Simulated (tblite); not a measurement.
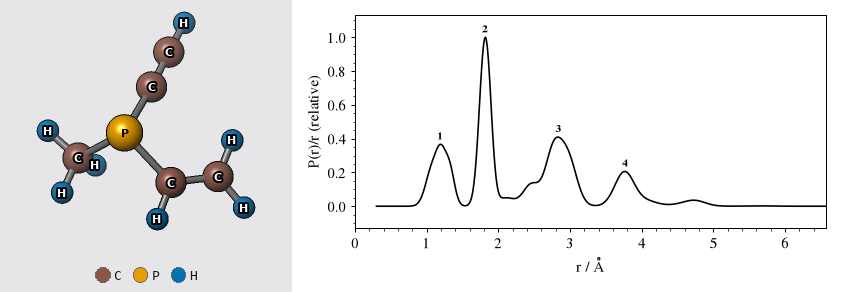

Simulated gas electron diffraction: radial distribution curve of C5H7P. Each pair of atoms contributes with weight ZᵢZⱼ/r; damping constant 0.001 Å²; vibrational amplitudes assumed, not computed: 0.05 Å for bonds, 0.078 Å for bonds to H, 0.06 + 0.015 r up to 0.15 Å for other pairs. The geometry is the end point of an optimisation (GFN2-xTB geometry optimisation, gas phase in tblite 0.8.0); it may be a saddle point or a higher isomer.

> Assign the numbered peaks of the radial distribution curve (– bonded, ··· not bonded).

Peak 1, 1.19 Å: C–H 1.05–1.09 Å (×7), C–C 1.20–1.32 Å (×2), not resolved
Peak 2, 1.82 Å: P–C 1.77–1.86 Å (×3), not resolved
Peak 3, 2.83 Å: C···H 2.59–3.01 Å (×7), C···C 2.73–3.01 Å (×4), P···C 2.81–2.97 Å (×2), not resolved; in its flanks P···H 2.44–2.47 Å
Peak 4, 3.76 Å: C···H 3.64–3.86 Å (×6), C···C 3.73–3.82 Å (×4), P···H 3.81–4.02 Å (×2), not resolved
